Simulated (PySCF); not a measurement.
**Run report: WCl3 (charge +1), frequency calculation**

WCl3, charge +1, multiplicity 3, computed with UKS-based PBE0, W def2-TZVP with ECP60, Cl def2-TZVP; non-relativistic Hamiltonian with a scalar-relativistic core potential; density fitting (PySCF 2.14.0).

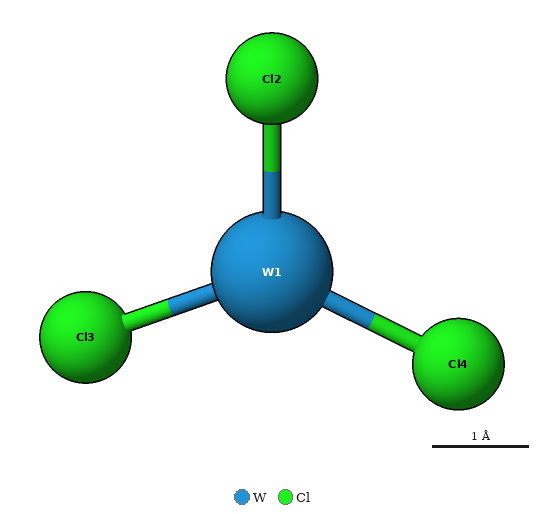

The structure (ball-and-stick view, seen at a tilt; atoms are numbered from 1 in the order of the input). Sticks mark near contacts.

## Summary

| quantity | value |
| --- | --- |
| outcome | converged |
| total energy | −1447.088639 hartree |
| ⟨S²⟩ | 2.016 |
| zero-point energy | 0.003544 hartree |
| wavenumbers, lowest and highest | 3i and 478 cm⁻¹ |
| hardware | 4 threads of Arm Neoverse V2, 24 GiB of memory available, shared host |
| wall time | 1.9 min (CPU time 6.3 min) |
| peak memory | 1.4 GiB |

## Notes

Checks after the run noted: a mode under 25 cm-1 is near the numerical noise.

## The input
```python
from pyscf import gto, scf, dft
mol = gto.M(atom='''
W     -0.046725     0.000000     0.000000
Cl     2.144192    -0.000000    -0.000000
Cl    -0.943200     1.978612     0.000000
Cl    -0.943200    -1.978612     0.000000''',
    basis={'W': 'def2-TZVP', 'Cl': 'def2-TZVP'},
    ecp={'W': 'def2-TZVP'},
    charge=1, spin=2)
mf = dft.UKS(mol, xc='PBE0')
mf.grids.atom_grid = (75, 302)
aux = {'W': 'def2-universal-JKFIT', 'Cl': 'def2-universal-JKFIT'}
mf = mf.density_fit(auxbasis=aux)
mf.conv_tol = 1e-09
mf.diis_space = 10
mf.max_cycle = 60
mf.verbose = 4
mf.kernel()
```

The script is an equivalent of the set-up of the self-consistent field. The run itself was carried out by a driver, which started from the orbitals of the step before it where there was one and computed the further properties.

Command:
```bash
OMP_NUM_THREADS=4 python axn.py task.json out
```

## Log
```
init E= -1447.08863891143
  alpha nocc = 33  HOMO = -0.465261755134702  LUMO = -0.314257057508088
  beta  nocc = 31  HOMO = -0.562836918509721  LUMO = -0.339624923187424
  HOMO = -0.465261755135  LUMO = -0.339624923187  gap/eV = 3.41875
cycle= 1 E= -1447.08863891108  delta_E= 3.48e-10  |g|= 2.81e-05  |ddm|= 2.75e-05
  alpha nocc = 33  HOMO = -0.465252410264828  LUMO = -0.31424518461862
  beta  nocc = 31  HOMO = -0.562837579316123  LUMO = -0.339613543970568
  HOMO = -0.465252410265  LUMO = -0.339613543971  gap/eV = 3.41881
cycle= 2 E= -1447.08863890861  delta_E= 2.46e-09  |g|= 7.43e-05  |ddm|= 7.28e-05
  alpha nocc = 33  HOMO = -0.465259169055022  LUMO = -0.314253794217378
  beta  nocc = 31  HOMO = -0.562837071975173  LUMO = -0.339621837493922
  HOMO = -0.465259169055  LUMO = -0.339621837494  gap/eV = 3.41877
cycle= 3 E= -1447.08863891149  delta_E= -2.88e-09  |g|= 4.71e-07  |ddm|= 5.28e-05
  alpha nocc = 33  HOMO = -0.465259185635712  LUMO = -0.314253804537469
  beta  nocc = 31  HOMO = -0.562837097451028  LUMO = -0.339621826695629
  HOMO = -0.465259185636  LUMO = -0.339621826696  gap/eV = 3.41877
cycle= 4 E= -1447.08863891149  delta_E= -2.73e-12  |g|= 8.01e-08  |ddm|= 3.71e-07
  alpha nocc = 33  HOMO = -0.465259179167241  LUMO = -0.314253805509683
  beta  nocc = 31  HOMO = -0.562837075103098  LUMO = -0.339621844211667
  HOMO = -0.465259179167  LUMO = -0.339621844212  gap/eV = 3.41877
Extra cycle  E= -1447.08863891149  delta_E= -4.55e-13  |g|= 1.19e-07  |ddm|= 1.89e-07
converged SCF energy = -1447.08863891149  <S^2> = 2.0162555  2S+1 = 3.0108175
```

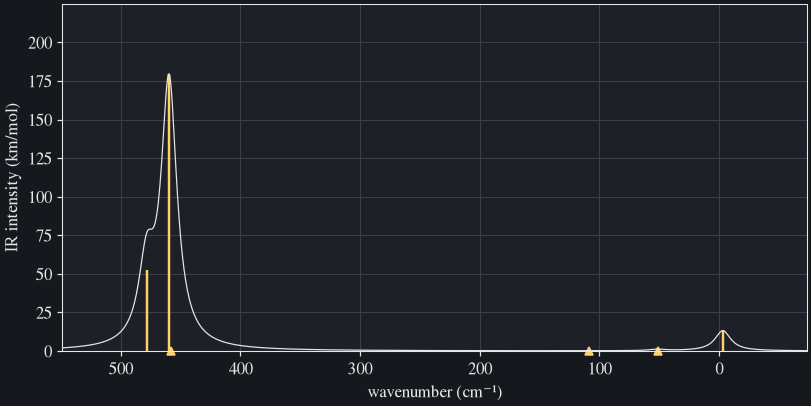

Harmonic infrared spectrum, unscaled: sticks (degenerate modes added up, dark ones marked on the axis) with a Lorentzian envelope of 16 cm⁻¹ full width, scaled to the tallest stick. 6 modes from 3i to 478 cm⁻¹, none imaginary beyond the noise of the force constants (under 8i cm⁻¹). The strongest line is at 459 cm⁻¹ (180 km/mol). All modes, in cm⁻¹ (km/mol): 3i (13.8), 51 (0.9), 109 (0.1), 458 (1.6), 459 (180), 478 (52).
